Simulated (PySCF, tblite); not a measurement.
**C6H9ClSi: geometry, infrared bands and NMR shifts**

Wanted: the infrared bands and NMR shifts of C6H9ClSi (`C#C/C=C(\Cl)[SiH](C)C`), by calculation.

The runs use tblite 0.8.0 and PySCF 2.14.0, with density-fitted response routines of our own; the level of theory stands in each step. All values are computed, except where a source is named. Atoms count from 0, in the outputs and in this text.

### 1 Starting geometry

17 atoms, charge 0, multiplicity 1; geometry from: force field or distance geometry start.

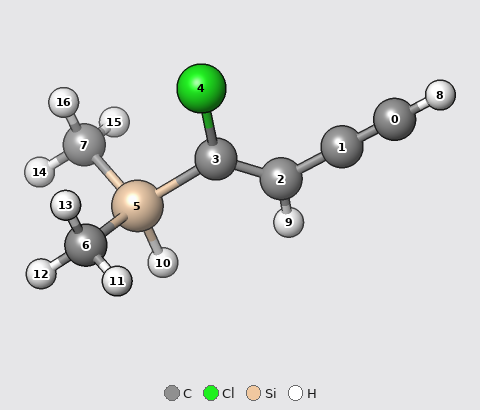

The starting geometry (carbon grey, chlorine green, silicon light orange, hydrogen white), atoms numbered.

### 2 Optimising the geometry with GFN2-xTB

What the job is given:

```
{"job": {"kind": "relax", "xc": "GFN2-xTB", "basis": "xTB"}, "charge": 0, "multiplicity": 1}
C      4.322800    -0.490100     0.235400
C      3.157400    -0.344900    -0.081700
C      1.808300    -0.189500    -0.444400
C      0.778600    -0.086600     0.418200
Cl     1.061000    -0.173300     2.167000
Si    -1.004500     0.121600    -0.182500
C     -2.044300    -1.316700     0.353400
C     -1.695200     1.735500     0.441800
H      5.338900    -0.612800     0.519200
H      1.608400    -0.137800    -1.513700
H     -0.979000     0.157000    -1.668300
H     -1.637200    -2.265700    -0.014200
H     -3.070800    -1.222600    -0.015400
H     -2.095600    -1.384000     1.445500
H     -2.718800     1.892900     0.058400
H     -1.091100     2.577700     0.123800
H     -1.746000     1.751200     1.534000
```

Started as:

```
$ OMP_NUM_THREADS=1 python probes_run.py task.json out
```

The driver reads the jobs from task.json and runs them one after another.

What it wrote:

```text
step      E/eV     max force
  0    -642.25723    1.430
  1    -642.28016    3.000
  2    -642.31629    1.063
  3    -642.33110    0.318
  4    -642.33662    0.197
  5    -642.34187    0.279
  6    -642.34464    0.155
  7    -642.34799    0.205
  8    -642.35091    0.182
  9    -642.35276    0.125
 10    -642.35380    0.091
 11    -642.35464    0.084
 12    -642.35544    0.079
 13    -642.35608    0.074
 14    -642.35652    0.057
 15    -642.35688    0.058
 16    -642.35722    0.062
 17    -642.35756    0.056
 18    -642.35790    0.070
 19    -642.35831    0.075
 20    -642.35880    0.075
 21    -642.35928    0.068
 22    -642.35967    0.047
 23    -642.36006    0.047
 24    -642.36055    0.061
 25    -642.36119    0.088
 26    -642.36180    0.074
 27    -642.36226    0.045
 28    -642.36263    0.045
 29    -642.36299    0.063
 30    -642.36329    0.061
 31    -642.36345    0.032
 32    -642.36354    0.024
 33    -642.36363    0.026
 34    -642.36376    0.045
 35    -642.36391    0.048
 36    -642.36406    0.036
 37    -642.36424    0.044
 38    -642.36449    0.053
 39    -642.36479    0.057
 40    -642.36500    0.045
 41    -642.36508    0.017
 42    -642.36510    0.012
 43    -642.36512    0.014
 44    -642.36515    0.022
 45    -642.36518    0.020
 46    -642.36521    0.011
 47    -642.36523    0.012
 48    -642.36525    0.015
 49    -642.36529    0.021
 50    -642.36531    0.016
 51    -642.36533    0.008
```

Wall time 0.72 s (1 thread of Arm Neoverse N1, shared host).

Step by step: (not every step is listed)

| step | energy from step 0 (eV) | largest force (eV/Å) |
| --- | --- | --- |
| 0 | 0.0000 | 1.4297 |
| 1 | -0.0229 | 3.0000 |
| 2 | -0.0591 | 1.0625 |
| 3 | -0.0739 | 0.3175 |
| 4 | -0.0794 | 0.1974 |
| 5 | -0.0846 | 0.2794 |
| 6 | -0.0874 | 0.1548 |
| 7 | -0.0908 | 0.2050 |
| 8 | -0.0937 | 0.1816 |
| 11 | -0.0974 | 0.0836 |
| 14 | -0.0993 | 0.0574 |
| 17 | -0.1003 | 0.0556 |
| 20 | -0.1016 | 0.0749 |
| 23 | -0.1028 | 0.0474 |
| 26 | -0.1046 | 0.0742 |
| 29 | -0.1058 | 0.0628 |
| 32 | -0.1063 | 0.0244 |
| 35 | -0.1067 | 0.0484 |
| 38 | -0.1073 | 0.0529 |
| 41 | -0.1078 | 0.0170 |
| 44 | -0.1079 | 0.0216 |
| 46 | -0.1080 | 0.0114 |
| 47 | -0.1080 | 0.0118 |
| 48 | -0.1080 | 0.0154 |
| 49 | -0.1081 | 0.0210 |
| 50 | -0.1081 | 0.0162 |
| 51 | -0.1081 | 0.0081 |

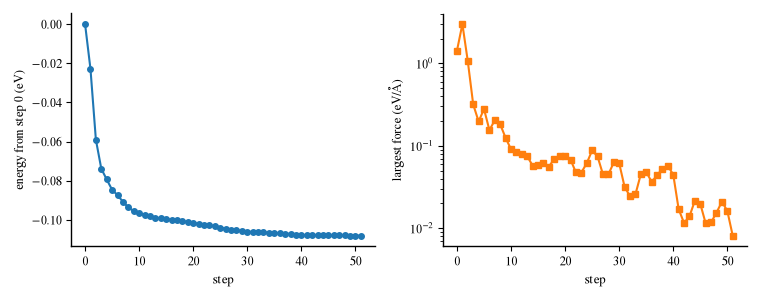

Energy and largest force along the relaxation.

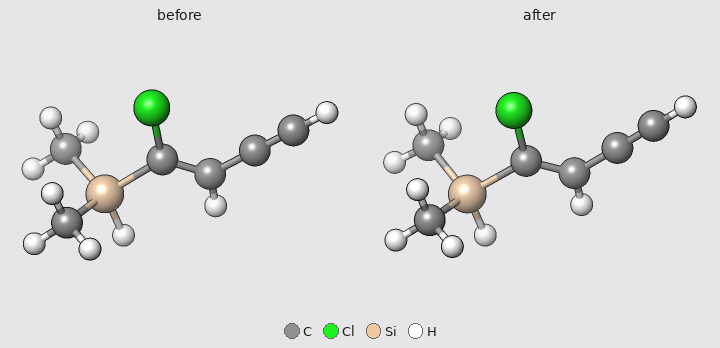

The geometry before (left) and after (right).

Close pairs (by a distance rule), those that changed most:

| bond | before (Å) | after (Å) | change (Å) |
| --- | --- | --- | --- |
| Si5–C6 | 1.854 | 1.899 | +0.045 |
| C3–Cl4 | 1.774 | 1.736 | -0.037 |
| Si5–C7 | 1.863 | 1.899 | +0.036 |
| C7–H14 | 1.104 | 1.086 | -0.019 |
| C0–C1 | 1.216 | 1.202 | -0.015 |
| Si5–H10 | 1.486 | 1.473 | -0.014 |
| C0–H8 | 1.062 | 1.049 | -0.013 |
| C2–C3 | 1.347 | 1.336 | -0.011 |

The final coordinates are the input of the step that follows.

### 3 Vibrational analysis with GFN2-xTB

What the job is given:

```
{"job": {"kind": "ir", "xc": "GFN2-xTB", "basis": "xTB"}, "charge": 0, "multiplicity": 1}
C      4.282070    -0.486501     0.324992
C      3.156389    -0.348638    -0.073196
C      1.830088    -0.188195    -0.510769
C      0.765394    -0.089307     0.290707
Cl     0.993872    -0.159418     2.010354
Si    -1.036478     0.130527    -0.264748
C     -2.037192    -1.348420     0.381402
C     -1.686118     1.758806     0.465551
H      5.268488    -0.608245     0.660265
H      1.676824    -0.141893    -1.580401
H     -1.026739     0.169100    -1.736765
H     -1.640500    -2.289332     0.011779
H     -3.076572    -1.283379     0.074420
H     -2.014912    -1.386367     1.466852
H     -2.710507     1.945906     0.158284
H     -1.084826     2.604879     0.146511
H     -1.666279     1.732506     1.551410
```

What it wrote:

```text
mode    cm-1     km/mol
  1      23.8      0.41
  2      74.3      0.01
  3      90.4      0.04
  4     107.6      0.00
  5     116.8      0.24
  6     125.9      0.18
  7     156.2      2.08
  8     164.9      1.66
  9     247.6      7.03
 10     276.8      8.75
 11     345.1      5.35
 12     413.1     12.39
 13     460.3      0.37
 14     570.4     16.50
 15     608.8     84.57
 16     636.3     79.56
 17     637.7     18.35
 18     679.9      9.45
 19     703.0     26.83
 20     762.7      9.56
 21     798.7      0.44
 22     804.5      5.05
 23     834.7    174.60
 24     838.2     85.13
 25     846.4    183.99
 26     925.0    181.92
 27    1034.8      3.43
 28    1222.1      3.96
 29    1368.1     20.39
 30    1370.5      9.77
 31    1475.5      0.02
 32    1479.6      0.14
 33    1479.9      1.32
 34    1484.3      0.96
 35    1610.0     19.90
 36    2180.5    358.38
 37    2243.4      0.32
 38    3037.3      9.78
 39    3040.5     36.36
 40    3042.1     19.19
 41    3043.2      5.24
 42    3045.8      7.89
 43    3047.1     61.44
 44    3051.2     20.23
 45    3396.1      4.02
```

Wall time 1.2 s (1 thread of Arm Neoverse N1, shared host).

The strongest bands and the atoms that carry them (share of the mass-weighted mode):

| cm⁻¹ | km/mol | atoms |
| --- | --- | --- |
| 609 | 84.6 | H10 83 % |
| 636 | 79.6 | H10 67 %, H8 15 % |
| 835 | 174.6 | Si5 23 %, H11 20 %, H15 20 %, C6 10 % |
| 838 | 85.1 | H16 18 %, H13 17 %, H15 16 %, H11 16 % |
| 846 | 184.0 | H12 19 %, H14 19 % |
| 925 | 181.9 | C3 65 %, Si5 14 % |
| 2180 | 358.4 | H10 97 % |
| 3047 | 61.4 | H12 46 %, H14 43 % |

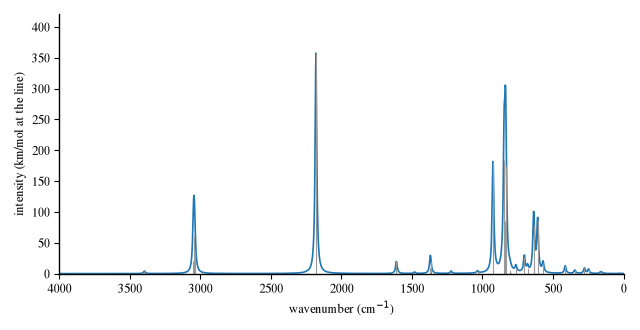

The infrared spectrum from these modes, unscaled. Lines are broadened to a width of 14 cm⁻¹ (Lorentzian).

### 4 Shielding tensors: PBE0/pcSseg-1

Same as in step 3 but for these lines:

```diff
@@ -1,2 +1,2 @@
-{"job": {"kind": "ir", "xc": "GFN2-xTB", "basis": "xTB"}, "charge": 0, "multiplicity": 1}
+{"job": {"kind": "nmr", "xc": "PBE0", "basis": "pcSseg-1"}, "charge": 0, "multiplicity": 1}
 C      4.282070    -0.486501     0.324992
```

Method: GIAO PBE0/pcSseg-1 NMR shielding, non-relativistic, gas phase.

What it wrote:

```text
coarse grid: 15344 points
cycle   1  E = -982.9449140064  dE =  8.290e-01  |g| = 5.190e-01  |ddm| = 3.977e+00
cycle   2  E = -982.9274914549  dE =  1.742e-02  |g| = 5.744e-01  |ddm| = 1.080e+00
cycle   3  E = -983.0092254663  dE = -8.173e-02  |g| = 1.326e-01  |ddm| = 6.313e-01
cycle   4  E = -983.0135219473  dE = -4.296e-03  |g| = 5.051e-02  |ddm| = 1.686e-01
cycle   5  E = -983.0141143070  dE = -5.924e-04  |g| = 1.699e-02  |ddm| = 4.886e-02
cycle   6  E = -983.0141690577  dE = -5.475e-05  |g| = 7.661e-03  |ddm| = 1.795e-02
cycle   7  E = -983.0141835728  dE = -1.452e-05  |g| = 1.321e-03  |ddm| = 7.009e-03
cycle   8  E = -983.0141839978  dE = -4.250e-07  |g| = 4.256e-04  |ddm| = 1.866e-03
final grid: 139272 points
cycle   9  E = -983.0621502481  dE = -3.597e-05  |g| = 7.839e-03  |ddm| = 5.214e-02
cycle  10  E = -983.0621462547  dE =  3.993e-06  |g| = 8.625e-03  |ddm| = 1.488e-02
cycle  11  E = -983.0621647580  dE = -1.850e-05  |g| = 1.818e-03  |ddm| = 8.366e-03
cycle  12  E = -983.0621654654  dE = -7.075e-07  |g| = 6.666e-04  |ddm| = 1.938e-03
cycle  13  E = -983.0621655774  dE = -1.120e-07  |g| = 9.737e-05  |ddm| = 5.517e-04
cycle  14  E = -983.0621655792  dE = -1.719e-09  |g| = 5.027e-05  |ddm| = 1.311e-04
cycle  15  E = -983.0621655798  dE = -6.082e-10  |g| = 1.460e-05  |ddm| = 6.070e-05
converged SCF energy = -983.0621655798

GIAO shielding tensors (ppm)
atom      isotropic    diamagn.    paramagn.     s11        s22        s33       span
  0 C       88.489     258.789    -170.300     31.990     45.737    187.741    155.751
  1 C      104.521     251.166    -146.645      5.399     10.057    298.107    292.708
  2 C       61.345     256.531    -195.187    -48.314     87.492    144.855    193.169
  3 C       20.867     262.012    -241.145    -97.678     33.542    126.738    224.417
  4 Cl     698.758    1148.543    -449.785    423.135    801.629    871.510    448.376
  5 Si     363.964     881.146    -517.182    346.775    371.432    373.686     26.910
  6 C      190.374     253.223     -62.849    183.847    191.551    195.722     11.875
  7 C      190.377     253.218     -62.841    183.866    191.548    195.717     11.850
  8 H       28.463      34.245      -5.782     24.587     25.064     35.737     11.150
  9 H       25.461      30.630      -5.169     21.649     25.142     29.592      7.943
 10 H       27.159      30.391      -3.232     24.020     25.483     31.974      7.954
 11 H       31.531      30.652       0.880     26.798     28.992     38.804     12.005
 12 H       31.660      28.885       2.774     27.016     28.414     39.549     12.534
 13 H       31.130      30.706       0.425     26.405     30.197     36.790     10.385
 14 H       31.658      28.875       2.783     27.017     28.405     39.552     12.535
 15 H       31.533      30.638       0.895     26.797     29.002     38.800     12.003
 16 H       31.130      30.691       0.438     26.409     30.185     36.796     10.387
```

It took 81 s on 1 thread of Arm Neoverse N1, shared host; peak memory 0.85 GiB.

Shifts follow as δ = σ(reference) − σ, with reference shieldings (ppm) from runs at the same level and on the same kind of geometry: 1H TMS 31.72, 13C TMS 186.9, 29Si TMS 349.2, 35Cl HCl 950. The references are single molecules in the gas phase. Atoms listed in one row are averaged.

| atoms | environment | σ (ppm) | δ (ppm) | δ scaled to CDCl3 |
| --- | --- | --- | --- | --- |
| C3 | fully substituted alkene carbon | 20.9 | 166.1 | 160.2 |
| C2 | alkene CH | 61.3 | 125.6 | 120.7 |
| C0 | terminal alkyne carbon | 88.5 | 98.4 | 94.2 |
| C1 | alkyne carbon | 104.5 | 82.4 | 78.5 |
| C6, C7 | methyl carbon bonded to Si | 190.4 | -3.5 | -5.3 |
| H9 | hydrogen on an alkene CH | 25.46 | 6.26 | 6.00 |
| H10 | hydrogen on a silicon bonded to 3 C | 27.16 | 4.56 | – |
| H8 | hydrogen on a terminal alkyne carbon | 28.46 | 3.25 | 3.17 |
| H11, H12, H13, H14, H15, H16 | hydrogen on a methyl carbon bonded to Si | 31.44 | 0.28 | 0.37 |
| Cl4 | chlorine bonded to C | 699 | 251 | – |
| Si5 | silicon bonded to 3 C, H | 364.0 | -14.8 | – |

The scaled column applies a straight-line fit of computed shieldings to shifts measured in CDCl3, with any fitted terms for Cl, Br or S neighbours (root-mean-square error 0.16 ppm for H, 1.9 ppm for C).

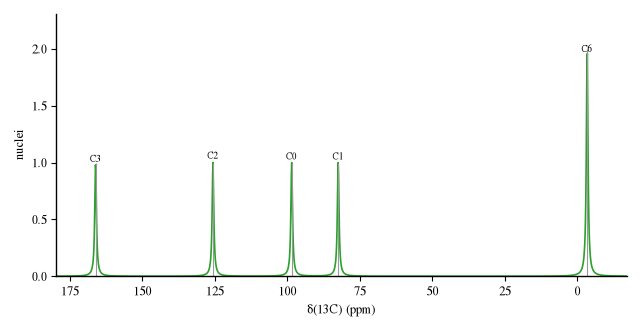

13C lines at the computed shifts, without couplings. Lines are broadened to a width of 0.68 ppm (Lorentzian).

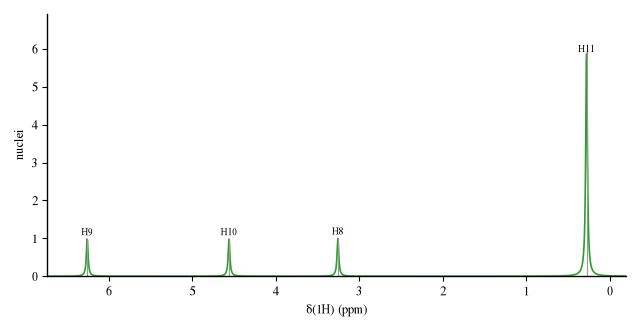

1H lines at the computed shifts, without couplings. Lines are broadened to a width of 0.02 ppm (Lorentzian).

The run also stored atomic charges by several schemes (e):

| atoms | Mulliken | IAO | Hirshfeld | ESP fit |
| --- | --- | --- | --- | --- |
| C0 | -0.33 | -0.22 | -0.10 | -0.45 |
| C1 | 0.30 | -0.03 | -0.05 | 0.10 |
| C2 | -0.12 | -0.17 | -0.05 | -0.14 |
| C3 | -0.39 | -0.26 | -0.06 | -0.19 |
| Cl4 | -0.07 | -0.02 | -0.01 | -0.04 |
| Si5 | 0.89 | 0.93 | 0.37 | 0.75 |
| C6, C7 | -0.61 | -0.72 | -0.21 | -0.67 |

ESP fit charges:

C0 -0.45; C1 0.10; C2 -0.14; C3 -0.19; Cl4 -0.04; Si5 0.75; C6 -0.66; C7 -0.67; H8 0.32; H9 0.16; H10 -0.16; H11 0.15; H12 0.17; H13 0.16; H14 0.17; H15 0.16; H16 0.16

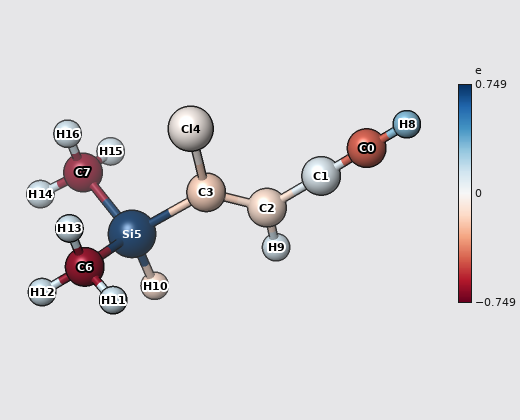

ESP fit charges, as colours on the atoms.

Mayer bond orders: C0–C1 2.36, C1–C2 1.14, C2–C3 1.79, C3–Cl4 1.07, C3–Si5 0.74, Si5–C6 0.98, Si5–C7 0.98.

Orbitals, density, ELF and potential are computed afterwards from the orbital file.

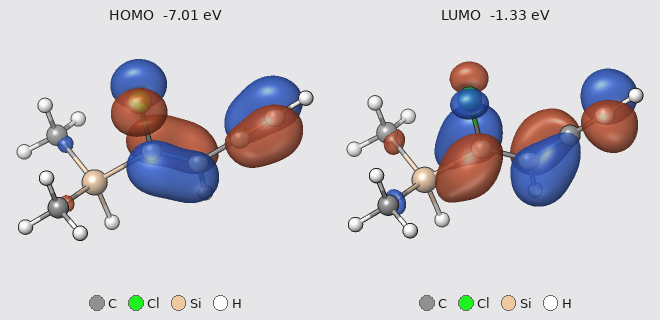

PBE0/pcSseg-1 orbitals near the gap, drawn at the value that encloses 70 % of each; the two colours are the two signs.

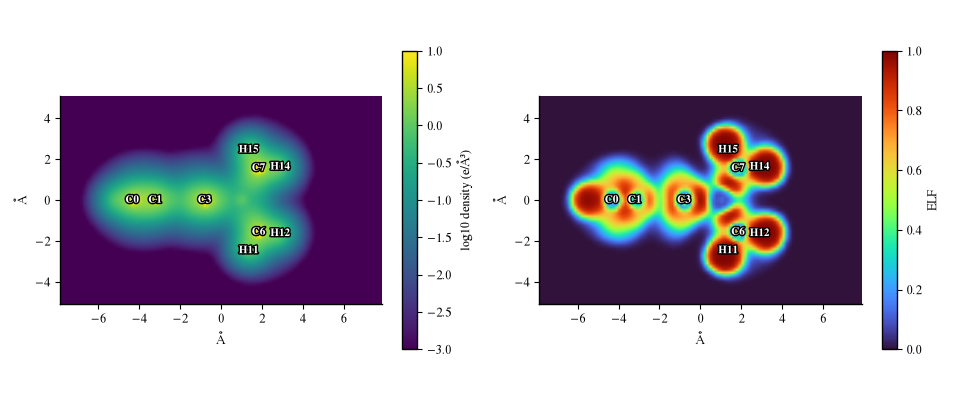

Density (left) and ELF (right) in a plane through or near 9 of the atoms.

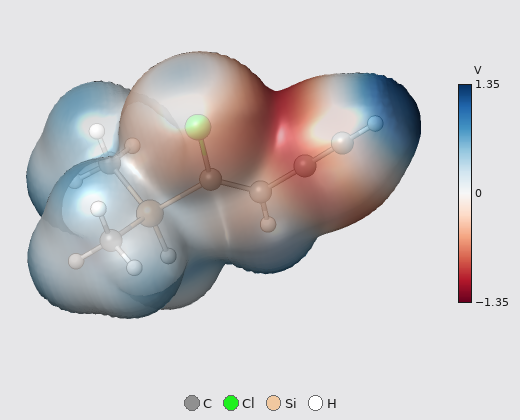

Electrostatic potential on the surface of density 0.002 e/bohr³; red is low, blue high. It runs from -0.95 V near C0 to 1.35 V near H8.

### 5 Outcome

```
                                                               quantity                               value
                              strongest single infrared mode (GFN2-xTB)               2180 cm⁻¹, 358 km/mol
                                           zero-point energy (GFN2-xTB)                       77.1 kcal/mol
13C shifts against TMS (PBE0/pcSseg-1, means over atoms taken as alike)  166.1, 125.6, 98.4, 82.4, -3.5 ppm
 1H shifts against TMS (PBE0/pcSseg-1, means over atoms taken as alike)          6.26, 4.56, 3.25, 0.28 ppm
                                35Cl shifts against HCl (PBE0/pcSseg-1)                             251 ppm
                                29Si shifts against TMS (PBE0/pcSseg-1)                           -14.8 ppm
                                  surface potential, least and greatest                  -0.95 V and 1.35 V
```

**Reading.** Relaxing lowered the energy by 0.108 eV in 51 steps; the close pair that moved most is Si5–C6, from 1.854 to 1.899 Å. No mode is imaginary among the 45: a minimum at this level. The strongest single mode, at 2180 cm⁻¹, moves mainly H10. Unscaled tight-binding wavenumbers are off by several per cent, some by more. Its intensities can rank the bands wrongly. The most deshielded hydrogen is H9 (hydrogen on an alkene CH), at 6.26 ppm: olefinic region. At PBE0/pcSseg-1: The widest tensor belongs to Cl4: span 448 ppm, with a paramagnetic part of -450 ppm. By nearest atom (PBE0/pcSseg-1), the HOMO sits on C0, C3 about 22 % each; C2 17 % and the LUMO on C3 30 %; C0, C2 about 19 % each.
